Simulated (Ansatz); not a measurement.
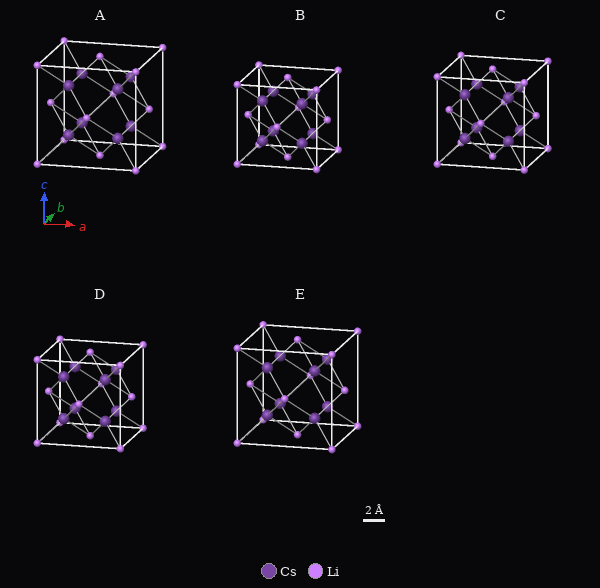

5 geometries from one relaxation of crystalline Cs₂Li (a generated structure, set up in Fm-3m) (coarse preliminary run), in shuffled order. The picture is a ball-and-stick view of the conventional cell (4 times the calculation's cell), seen slightly off an axis. Lengths and directions refer to the drawn axes.

Theory: Ansatz 0.2.0, DFT PBE, scalar-relativistic, plane waves, PAW. Set-up: plane-wave cutoff 420 eV; k-point mesh 4 × 4 × 4; occupations gaussian; smearing width 0.1 eV; no spin polarisation; cell and atoms relaxed; force threshold 0.04 eV/Å; at most 70 steps.

> Order the frames from highest to lowest energy.

B, D, C, E, A. They are steps 0, 1, 2, 4, 6, at +502 meV per atom, +309 meV per atom, +174 meV per atom, +35.7 meV per atom relative to the last. Over 5 accepted moves (6 points after the start) the energy falls by 502 meV per atom. All forces vanish by symmetry, so only the cell relaxes. The pressure goes from 6.06 to 0.29 GPa. At 1 point the geometry stayed and the basis and grid were re-selected for the new cell (energy shift of 16.6 meV per atom at most each time). The atoms keep their places relative to the cell (all moves are under 0.005 Å). The drawn cell changes as follows: a = b = c 7.880 → 9.795 Å (+24.3 %); the volume changes by +92.0 %. Near-neighbour distances that change, for instance: Cs–Li 3.412 → 4.241 Å. The space group stays Fm-3m (No. 225). Cost: 8.4 s on 1 thread of Arm Neoverse V2, on a shared host, peak memory 0.43 GiB.
